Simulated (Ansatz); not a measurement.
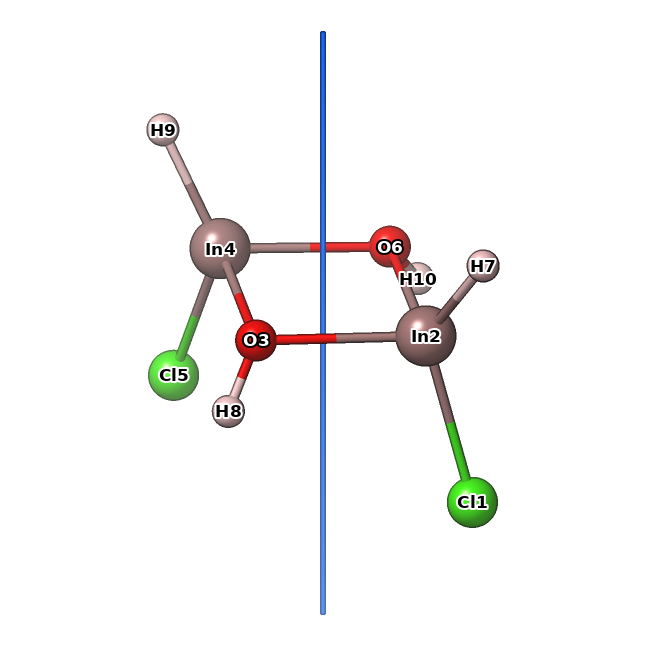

A line through the centre of mass is drawn in. Distant atoms are faded towards the background colour. The computed structure is the end point of a PBE0-D4/def2-TZVP optimisation.

Question: Is the line a proper rotation axis of the structure, and of what order?

Answer: Yes, a C2 axis. A turn by 180° leaves no atom in place and moves Cl1 ↔ Cl5; In2 ↔ In4; O3 ↔ O6; H7 ↔ H9; H8 ↔ H10. The point group is C2v.
